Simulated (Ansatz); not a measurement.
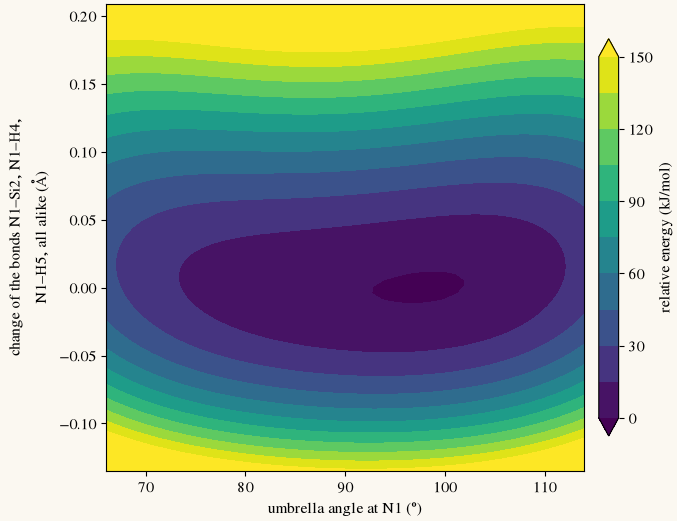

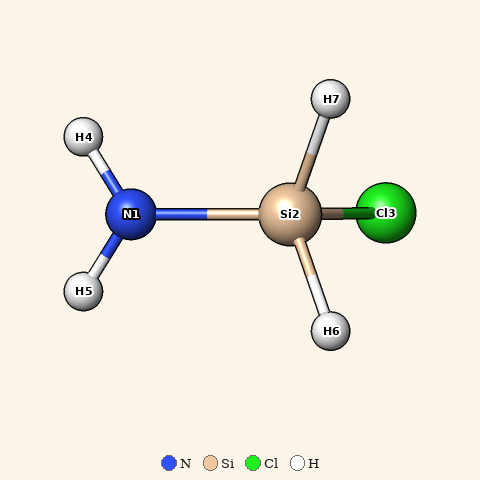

Energy landscape of ClH₄NSi, SMILES N[SiH2]Cl. Coordinates scanned: (1) umbrella angle at N1 (between each of its bonds and their common axis; 90 is planar); (2) change of the bonds N1–Si2, N1–H4, N1–H5, all alike. Nothing is relaxed (all other coordinates rigid). The scan uses a 15 × 15 grid. Points are written as (first, second). Energies are in kJ/mol, from the lowest grid point. Method: RHF/def2-TZVP in Ansatz 0.2.0.

The picture shows filled contours, one colour for all values above the top of the scale. Between grid points the surface is interpolated. The second picture is the structure at the lowest point.

> Where are the wells?

The lowest grid point is at (96.9°, −0.012 Å). It is the only kind of minimum in the scanned range. The highest grid point, (66.0°, −0.135 Å), lies 224 kJ/mol above the lowest. Round the minimum the valley is somewhat tilted: raising the first coordinate shifts the best value of the second coordinate upwards (coupling k₁₂/√(k₁₁k₂₂) about −0.2).

Time for the 225 points that were run: 15 min on 1 thread of Arm Neoverse N1, on a shared host.
